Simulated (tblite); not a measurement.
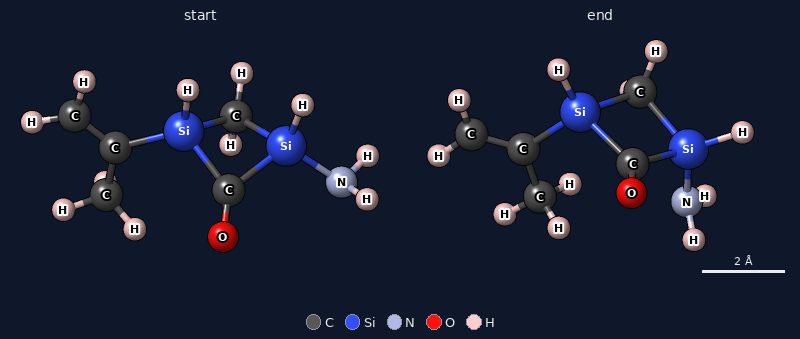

The structure of C$_{5}$H$_{11}$NOSi$_{2}$ before (left) and after (right) a relaxation, at one scale.

The picture is a ball-and-stick view, seen at a tilt.

These are results of GFN2-xTB geometry optimisation, gas phase in tblite, not measurements. 

### What changed between the two?

Over 163 geometry steps the energy falls by 0.936 eV. The largest move after the best rigid fit is that of an H atom, 2.28 Å. By element the largest moves are H 2.28 Å, O 1.64 Å, N 1.54 Å, C 0.92 Å, Si 0.58 Å. Among the contacts that change: Si–Si 2.535 → 2.857 Å, C–Si 1.867 → 1.959 Å, C–Si 1.817 → 1.886 Å, C–Si 1.872 → 1.923 Å. Among the angles between lasting bonds that change: H–C–H 117.5° → 105.9°, Si–C–Si 85.2° → 96.2°, Si–C–Si 85.8° → 93.9°. Groups turn about C–Si by about 50°, C–Si by about 45°, C–Si by about 45°.
